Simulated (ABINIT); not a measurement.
# SrIr2 (Fd-3m): zone-centre phonons

Aim: the zone-centre modes of SrIr2 (Fd-3m).

Program: ABINIT 10.8.3. Level of theory: DFT LDA, scalar-relativistic, plane waves, PseudoDojo norm-conserving pseudopotentials. Results are calculated unless marked as measured.

The database entry behind the starting cell differs from later determinations by our own check (an axis about 1.2 % short against later determinations), so it need not match the best structure at ambient conditions.

**1. The starting structure**

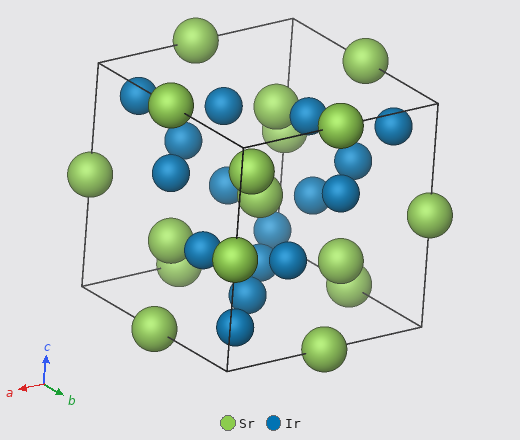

The starting structure, seen from a free direction (strontium green, iridium blue). This picture shows the conventional cell, with its axes. Some periodic images of atoms are drawn too.

As a file:

```cif
data_structure
_symmetry_space_group_name_H-M 'P 1'
_symmetry_Int_Tables_number 1
_cell_length_a 5.4447
_cell_length_b 5.4447
_cell_length_c 5.4447
_cell_angle_alpha 60.000
_cell_angle_beta 60.000
_cell_angle_gamma 60.000
_cell_volume 114.13
loop_
_atom_site_label
_atom_site_type_symbol
_atom_site_fract_x
_atom_site_fract_y
_atom_site_fract_z
_atom_site_occupancy
Sr1 Sr 0.00000 0.00000 0.00000 1
Sr2 Sr 0.25000 0.25000 0.25000 1
Ir3 Ir 0.62500 0.62500 0.62500 1
Ir4 Ir 0.12500 0.62500 0.62500 1
Ir5 Ir 0.62500 0.62500 0.12500 1
Ir6 Ir 0.62500 0.12500 0.62500 1
```

**2. A probe with smearing**

A first run with smearing and empty bands tells whether the crystal has a gap, which decides between fixed occupations and smearing later on.

The input, probe.abi:

```
# ground state
tolvrs 1.0d-08
prtden 1
prtwf 1

# basis, mesh and filling
ecut 30.0
ngkpt 4 4 4
nshiftk 1
shiftk 0.0 0.0 0.0
istwfk *1
occopt 7
tsmear 0.005
nband 57
nstep 100
diemac 9.0
prtebands 0
prtgsr 0
useylm 1

# cell and atoms
acell 3*1.0 Angstrom
rprim 
    0.0 3.85 3.85
    3.85 0.0 3.85
    3.85 3.85 0.0
ntypat 2
znucl 38 77
natom 6
typat 1 1 2 2 2 2
xred 
    0.0 0.0 0.0
    0.25 0.25 0.25
    0.625 0.625 0.625
    0.125 0.625 0.625
    0.625 0.625 0.125
    0.625 0.125 0.625
pp_dirpath "./pseudo"
pseudos "Sr.upf, Ir.upf"
```

Started as:

```bash
$ OMP_NUM_THREADS=1 mpirun -n 8 abinit probe.abi > probe.log
```

Numbers of over 12 decimals in the logs are rounded to 6 here.

probe.abo, the main output file:

```text
[banners, grids, parts of the stress and lines that vanish by symmetry left out]
- input  file    -> probe.abi
- output file    -> probe.abo
- root for input  files -> probei
[...]
Symmetries : space group Fd -3 m (#227); Bravais cF (face-center cubic)
[...]
mpw =        6065          nfft =      157464          nkpt =           8
[...]
== DATASET  1 ==================================================================
[...]
cutoff_energies: {ecut:  30.0, pawecutdg:  -1.0, }
[...]
ETOT  1  -528.10802803203    -5.281E+02 1.522E-01 1.231E+02
 ETOT  2  -528.37875965215    -2.707E-01 4.649E-03 4.949E+02
 ETOT  3  -528.44070751787    -6.195E-02 5.465E-03 1.685E+01
 ETOT  4  -528.44220603654    -1.499E-03 3.177E-03 1.610E+00
 ETOT  5  -528.44243506492    -2.290E-04 1.558E-03 2.809E-02
 ETOT  6  -528.44243842261    -3.358E-06 1.311E-03 3.602E-04
 ETOT  7  -528.44243845799    -3.538E-08 3.813E-04 1.371E-07
 ETOT  8  -528.44243845801    -1.660E-11 1.020E-03 2.686E-08
 ETOT  9  -528.44243845801     1.137E-13 1.049E-04 3.775E-11
 At SCF step    9       vres2   =  3.78E-11 < tolvrs=  1.00E-08 =>converged.
[...]
sigma(1 1)=  2.70955271E-04  sigma(3 2)=  0.00000000E+00
  sigma(2 2)=  2.70955271E-04  sigma(3 1)=  0.00000000E+00
  sigma(3 3)=  2.70955271E-04  sigma(2 1)=  0.00000000E+00
[...]
convergence: {deltae:  1.137E-13, res2:  3.775E-11, residm:  1.049E-04, diffor: null, }
etotal    :  -5.28442438E+02
[...]
sigma(1 1)=  2.70955271E-04  sigma(3 2)=  0.00000000E+00
  sigma(2 2)=  2.70955271E-04  sigma(3 1)=  0.00000000E+00
  sigma(3 3)=  2.70955271E-04  sigma(2 1)=  0.00000000E+00
[...]
- sigma(1 1)=  7.97177928E+00  sigma(3 2)=  0.00000000E+00
- sigma(2 2)=  7.97177928E+00  sigma(3 1)=  0.00000000E+00
- sigma(3 3)=  7.97177928E+00  sigma(2 1)=  0.00000000E+00
[...]
fcart     -3.1197101268E-28  2.8926140237E-28 -2.8921321221E-28
           strten      2.7095527052E-04  2.7095527052E-04  2.7095527052E-04
================================================================================

[key lines of the parts left out:]
pressure_GPa:  -7.9718E+00
```

The job ended after 37 s (8 MPI ranks of Arm Neoverse N1, shared host; 4.9 min of CPU time).

Numbers from this step:

```yaml
volume_per_atom: 19.02 Å³
pressure: -7.972 GPa
gap_on_the_k_mesh: 0 eV
```

No gap opens on this mesh, so smearing is kept; the printed pressure holds the stress of the finite basis too.

**3. Relaxation**

The harmonic expansion needs vanishing forces, and a free crystal bears no stress, so cell and atoms are brought to rest. Stress is more sensitive to the basis than forces are: the last 3 Ha under the cutoff are smoothed with ecutsm, and the cutoff is raised above that of the later runs.

The input, relax.abi:

```
# relaxation
ionmov 2
optcell 2
dilatmx 1.08
ntime 40
tolmxf 1.0d-05
tolvrs 1.0d-14
prtwf 0
prtden 0
chksymtnons 0

# basis, mesh and filling
ecut 38.0
ecutsm 3.0
ngkpt 6 6 6
nshiftk 1
shiftk 0.0 0.0 0.0
istwfk *1
occopt 7
tsmear 0.01
nband 57
nstep 100
diemac 1000000.0
prtebands 0
prtgsr 0
useylm 1

# cell and atoms
acell 3*1.0 Angstrom
rprim 
    0.0 3.85 3.85
    3.85 0.0 3.85
    3.85 3.85 0.0
ntypat 2
znucl 38 77
natom 6
typat 1 1 2 2 2 2
xred 
    0.0 0.0 0.0
    0.25 0.25 0.25
    0.625 0.625 0.625
    0.125 0.625 0.625
    0.625 0.625 0.125
    0.625 0.125 0.625
pp_dirpath "./pseudo"
pseudos "Sr.upf, Ir.upf"
```

Started as:

```bash
$ OMP_NUM_THREADS=1 mpirun -n 16 abinit relax.abi > relax.log
```

relax.abo, the main output file:

```text
[banners, grids, parts of the stress and lines that vanish by symmetry left out]
- input  file    -> relax.abi
- output file    -> relax.abo
- root for input  files -> relaxi
[...]
Symmetries : space group Fd -3 m (#227); Bravais cF (face-center cubic)
[...]
mpw =       10969          nfft =      262144          nkpt =          16
[...]
== DATASET  1 ==================================================================
[...]
cutoff_energies: {ecut:  38.0, pawecutdg:  -1.0, }
[...]
ETOT  1  -528.10038900688    -5.281E+02 1.503E-01 1.795E+02
 ETOT  2  -528.39810124333    -2.977E-01 7.374E-03 6.567E+02
 ETOT  3  -528.44691815653    -4.882E-02 4.141E-03 3.321E+01
 ETOT  4  -528.44866111349    -1.743E-03 2.234E-03 2.064E+00
 ETOT  5  -528.44883074541    -1.696E-04 1.263E-03 1.044E-01
[...]
At SCF step   12       vres2   =  4.73E-16 < tolvrs=  1.00E-14 =>converged.
[...]
sigma(1 1)=  2.56010160E-04  sigma(3 2)=  0.00000000E+00
  sigma(2 2)=  2.56010160E-04  sigma(3 1)=  0.00000000E+00
  sigma(3 3)=  2.56010160E-04  sigma(2 1)=  0.00000000E+00
[...]
convergence: {deltae:  1.160E-11, res2:  4.732E-16, residm:  7.428E-04, diffor: null, }
etotal    :  -5.28448839E+02
[...]
ETOT  1  -528.22949692804    -5.282E+02 2.411E-03 3.193E+03
[...]
At SCF step   12       vres2   =  4.09E-16 < tolvrs=  1.00E-14 =>converged.
[...]
sigma(1 1)=  1.38248513E-04  sigma(3 2)=  0.00000000E+00
  sigma(2 2)=  1.38248513E-04  sigma(3 1)=  0.00000000E+00
  sigma(3 3)=  1.38248513E-04  sigma(2 1)=  0.00000000E+00
[...]
convergence: {deltae:  2.274E-11, res2:  4.090E-16, residm:  1.186E-05, diffor: null, }
etotal    :  -5.28452334E+02
[...]
ETOT  1  -528.18692353772    -5.282E+02 5.565E+00 3.914E+03
[...]
At SCF step   12       vres2   =  3.00E-16 < tolvrs=  1.00E-14 =>converged.
[...]
sigma(1 1)= -1.14987361E-05  sigma(3 2)=  0.00000000E+00
  sigma(2 2)= -1.14987361E-05  sigma(3 1)=  0.00000000E+00
  sigma(3 3)= -1.14987361E-05  sigma(2 1)=  0.00000000E+00
[...]
convergence: {deltae:  1.830E-11, res2:  3.000E-16, residm:  1.169E-05, diffor: null, }
etotal    :  -5.28453598E+02
[...]
ETOT  1  -528.45161841203    -5.285E+02 1.767E-05 2.847E+01
[...]
At SCF step   10       vres2   =  7.45E-15 < tolvrs=  1.00E-14 =>converged.
[...]
sigma(1 1)=  4.36836837E-07  sigma(3 2)=  0.00000000E+00
  sigma(2 2)=  4.36836837E-07  sigma(3 1)=  0.00000000E+00
  sigma(3 3)=  4.36836837E-07  sigma(2 1)=  0.00000000E+00
[...]
convergence: {deltae: -4.661E-11, res2:  7.449E-15, residm:  1.189E-05, diffor: null, }
etotal    :  -5.28453605E+02
[...]
ETOT  1  -528.45360287757    -5.285E+02 1.295E-05 3.744E-02
[...]
ETOT  8  -528.45360548506     1.353E-11 2.831E-05 6.152E-13
 ETOT  9  -528.45360548507    -1.182E-11 2.482E-05 1.051E-15
 At SCF step    9       vres2   =  1.05E-15 < tolvrs=  1.00E-14 =>converged.
[...]
sigma(1 1)=  1.26513467E-09  sigma(3 2)=  0.00000000E+00
  sigma(2 2)=  1.26513468E-09  sigma(3 1)=  0.00000000E+00
  sigma(3 3)=  1.26513468E-09  sigma(2 1)=  0.00000000E+00
[...]
convergence: {deltae: -1.182E-11, res2:  1.051E-15, residm:  2.482E-05, diffor: null, }
etotal    :  -5.28453605E+02
[...]
At Broyd/MD step   5, gradients are converged :
[...]
sigma(1 1)=  1.26513467E-09  sigma(3 2)=  0.00000000E+00
  sigma(2 2)=  1.26513468E-09  sigma(3 1)=  0.00000000E+00
  sigma(3 3)=  1.26513468E-09  sigma(2 1)=  0.00000000E+00
[...]
- sigma(1 1)=  3.72215472E-05  sigma(3 2)=  0.00000000E+00
- sigma(2 2)=  3.72215475E-05  sigma(3 1)=  0.00000000E+00
- sigma(3 3)=  3.72215473E-05  sigma(2 1)=  0.00000000E+00
[...]
fcart     -6.3642616154E-31  7.3433787870E-32  4.6508065651E-31
           strten      1.2651346741E-09  1.2651346845E-09  1.2651346776E-09
================================================================================

[key lines of the parts left out:]
pressure_GPa:  -3.7222E-05
Total energy (etotal) [Ha]= -5.28453605485074E+02
```

Wall time 5.3 min (16 MPI ranks); 85 min of CPU time.

The steps of the relaxation:

| step | energy less that of the first step (eV) | largest force (eV/Å) | volume (Å³) |
| --- | --- | --- | --- |
| 1 | 0.0000 | 0.0000 | 114.13 |
| 2 | -0.0951 | 0.0000 | 111.52 |
| 3 | -0.1295 | 0.0000 | 108.66 |
| 4 | -0.1297 | 0.0000 | 108.87 |
| 5 | -0.1297 | 0.0000 | 108.86 |

| conventional cell, symmetrised | before | after | change |
| --- | --- | --- | --- |
| a (Å) | 7.700 | 7.580 | -1.6 % |
| b (Å) | 7.700 | 7.580 | -1.6 % |
| c (Å) | 7.700 | 7.580 | -1.6 % |
| volume (Å³/atom) | 19.02 | 18.14 | -4.6 % |

The relaxed structure:

```xyz
6
Lattice="0.0000 3.7898 3.7898 3.7898 0.0000 3.7898 3.7898 3.7898 0.0000" Properties=species:S:1:pos:R:3 pbc="T T T"
Sr    0.0000    0.0000    0.0000
Sr    1.8949    1.8949    1.8949
Ir    4.7372    4.7372    4.7372
Ir    4.7372    2.8423    2.8423
Ir    2.8423    2.8423    4.7372
Ir    2.8423    4.7372    2.8423
```

Read from the output:

| Quantity | Value |
| --- | --- |
| volume per atom | 18.14 Å³ |
| pressure | -3.72e-5 GPa |

The volume changes by -4.6 % in this run and stands -4.6 % from the first cell.

**4. Ground state**

The response is built on these wavefunctions, so the potential is converged far more tightly than an energy would need. Smearing stays on, as the first look found no gap above 0.3 eV.

The input, gs.abi:

```
# ground state
tolvrs 1.0d-16
prtden 1
prtwf 1

# basis, mesh and filling
ecut 30.0
ngkpt 6 6 6
nshiftk 1
shiftk 0.0 0.0 0.0
istwfk *1
occopt 7
tsmear 0.01
nband 57
nstep 100
diemac 1000000.0
prtebands 0
prtgsr 0
useylm 1

# cell and atoms
acell 3*1.0 Angstrom
rprim 
    0.0 3.789783293 3.789783293
    3.789783293 0.0 3.789783293
    3.789783293 3.789783293 0.0
ntypat 2
znucl 38 77
natom 6
typat 1 1 2 2 2 2
xred 
    0.0 0.0 0.0
    0.25 0.25 0.25
    0.625 0.625 0.625
    0.125 0.625 0.625
    0.625 0.625 0.125
    0.625 0.125 0.625
pp_dirpath "./pseudo"
pseudos "Sr.upf, Ir.upf"
```

Started as:

```bash
$ OMP_NUM_THREADS=1 mpirun -n 16 abinit gs.abi > gs.log
```

gs.abo, the main output file:

```text
[banners, grids, parts of the stress and lines that vanish by symmetry left out]
- input  file    -> gs.abi
- output file    -> gs.abo
- root for input  files -> gsi
[...]
Symmetries : space group Fd -3 m (#227); Bravais cF (face-center cubic)
[...]
mpw =        5793          nfft =      125000          nkpt =          16
[...]
== DATASET  1 ==================================================================
[...]
cutoff_energies: {ecut:  30.0, pawecutdg:  -1.0, }
[...]
ETOT  1  -528.12942424181    -5.281E+02 1.249E-01 8.813E+01
 ETOT  2  -528.40851656347    -2.791E-01 1.343E-02 2.772E+02
 ETOT  3  -528.45181963513    -4.330E-02 1.094E-02 9.062E+00
 ETOT  4  -528.45280905306    -9.894E-04 3.898E-03 5.395E-01
 ETOT  5  -528.45290161551    -9.256E-05 1.710E-03 2.008E-02
[...]
ETOT 11  -528.45290508228    -1.819E-12 2.741E-04 7.633E-15
 ETOT 12  -528.45290508228     4.547E-12 2.813E-04 4.006E-17
 At SCF step   12       vres2   =  4.01E-17 < tolvrs=  1.00E-16 =>converged.
[...]
sigma(1 1)=  1.17548799E-05  sigma(3 2)=  0.00000000E+00
  sigma(2 2)=  1.17548799E-05  sigma(3 1)=  0.00000000E+00
  sigma(3 3)=  1.17548799E-05  sigma(2 1)=  0.00000000E+00
[...]
convergence: {deltae:  4.547E-12, res2:  4.006E-17, residm:  2.813E-04, diffor: null, }
etotal    :  -5.28452905E+02
[...]
sigma(1 1)=  1.17548799E-05  sigma(3 2)=  0.00000000E+00
  sigma(2 2)=  1.17548799E-05  sigma(3 1)=  0.00000000E+00
  sigma(3 3)=  1.17548799E-05  sigma(2 1)=  0.00000000E+00
[...]
- sigma(1 1)=  3.45840508E-01  sigma(3 2)=  0.00000000E+00
- sigma(2 2)=  3.45840508E-01  sigma(3 1)=  0.00000000E+00
- sigma(3 3)=  3.45840508E-01  sigma(2 1)=  0.00000000E+00
[...]
fcart      9.6589908912E-29 -1.2498430687E-28  1.2498430687E-28
           strten      1.1754879935E-05  1.1754879935E-05  1.1754879935E-05
================================================================================

[key lines of the parts left out:]
pressure_GPa:  -3.4584E-01
```

It took 41 s on 16 MPI ranks; 11 min of CPU time.

Numbers from this step:

* pressure: -0.3458 GPa

The cell stands at -0.35 GPa: the relaxation ran with a smoothed and higher cutoff, and the difference is a stress of the finite basis.

(Part 1 of 2 ends here.)

[Host names and launcher messages were left out of these logs when they were recorded.]

[Logs are printed without paths, hosts, clocks, repeated set-up lines and the standing remarks that a program may print on its own settings, such as how far it seeks lower states.]

[Hosts, paths, dates, database ids (printed as entryN), source tags and the programs' standing remarks are cut or masked in the printed files.]
